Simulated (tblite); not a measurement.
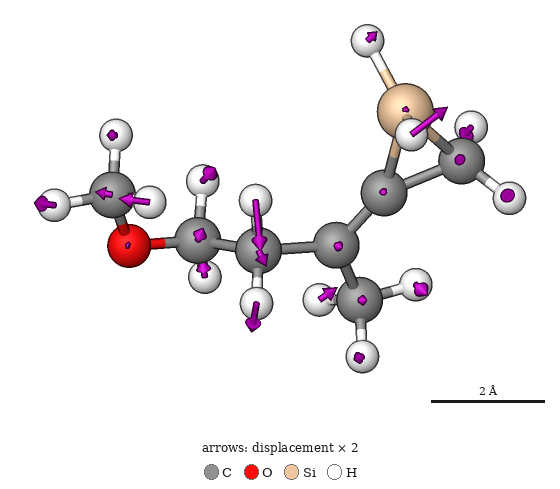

This is a relaxation of C7H14OSi. The starting structure is drawn; purple arrows show the displacements, magnified 2 times. The two geometries are superimposed by the best rigid fit.

Style: ball-and-stick. Shown from a free direction.

Method: GFN2-xTB geometry optimisation, gas phase (tblite 0.8.0). 

> What happened in the run?

Over 95 geometry steps the energy falls by 61.3 kJ/mol. The largest move after the best rigid fit is that of an H atom, 0.53 Å. Largest moves by element: H 0.53 Å, C 0.17 Å, Si 0.06 Å, O 0.05 Å. Among the contacts that change: C–Si 1.850 → 1.900 Å, C–O 1.364 → 1.409 Å, C–H 1.133 → 1.092 Å, C–H 1.119 → 1.083 Å. Among the angles between lasting bonds that change: O–C–H 114.4° → 104.6°, C–Si–H 111.7° → 119.3°, Si–C–H 113.5° → 120.9°. Cost: 1.4 s on 1 thread of Arm Neoverse N1 (shared host).
